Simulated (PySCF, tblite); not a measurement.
# C5H2NO radical: geometry, infrared bands and EPR parameters

Wanted: the infrared bands and EPR parameters of C5H2NO radical (`C#Cc1cn[c]o1`), by calculation.

Programs: tblite 0.8.0 and PySCF 2.14.0, with density-fitted response routines of our own. Each step states its level of theory. These are calculated values for one molecule in the gas phase, unless marked as measured. Atoms are numbered from 0 throughout.

### 1 The starting structure

9 atoms, charge 0, multiplicity 2; geometry from: force field or distance geometry start.

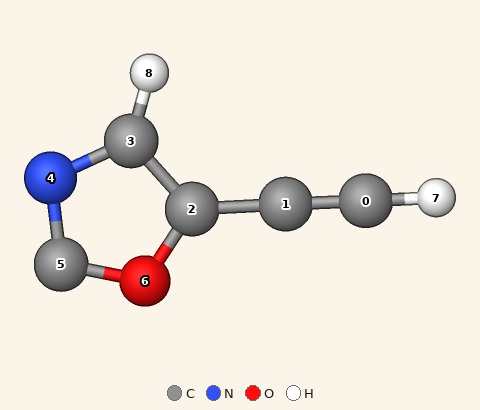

As it starts; carbon grey, nitrogen blue, oxygen red, hydrogen white, atoms numbered; sticks join atoms by distance.

### 2 Optimising the geometry with GFN2-xTB

The job: settings as JSON, then the geometry in Å.

```
{"job": {"kind": "relax", "xc": "GFN2-xTB", "basis": "xTB"}, "charge": 0, "multiplicity": 2}
C      2.478900    -0.236600     0.236100
C      1.259500    -0.220900     0.137000
C     -0.165100    -0.203800     0.056000
C     -1.002600     0.833300    -0.355600
N     -2.273300     0.376000    -0.262000
C     -2.222800    -0.885800     0.162600
O     -0.974200    -1.202000     0.344600
H      3.551500    -0.253300     0.314400
H     -0.638400     1.799100    -0.658200
```

Run with:

```sh
$ OMP_NUM_THREADS=1 python probes_run.py task.json out
```

The driver reads the jobs from task.json and runs them one after another.

**Question.** This job is followed by: GFN2-xTB harmonic vibrations, gas phase; UKS B3LYP, pcH-1 on C H N O, non-relativistic, mean-field spin-orbit, GIAO. Predict these results of the whole session: strongest single infrared mode (GFN2-xTB); zero-point energy (GFN2-xTB); g(iso) (B3LYP); ⟨S²⟩; largest a(iso); surface potential, least and greatest.

As calculated:

| quantity | value |
| --- | --- |
| strongest single infrared mode (GFN2-xTB) | 1560 cm⁻¹, 104 km/mol |
| zero-point energy (GFN2-xTB) | 33.1 kcal/mol |
| g(iso) (B3LYP) | 2.00174 |
| ⟨S²⟩ | 0.759 (exact 0.75) |
| largest a(iso) | 13C on C5, 862.6 MHz |
| surface potential, least and greatest | -1.39 V and 1.84 V |

In words: Over 28 steps the energy fell by 0.408 eV; of the close pairs, C2–O6 changed most, 1.317 to 1.384 Å. All 21 modes are real, so the xTB geometry is a minimum. The strongest single mode, at 1560 cm⁻¹, is carried by C5, N4, C2, C3. Unscaled tight-binding wavenumbers are off by several per cent, some by more. Its intensities can rank the bands wrongly. Most of the unpaired spin sits on C5 (0.90 e). The isotropic g lies 0.6 ppt below the free-electron value.
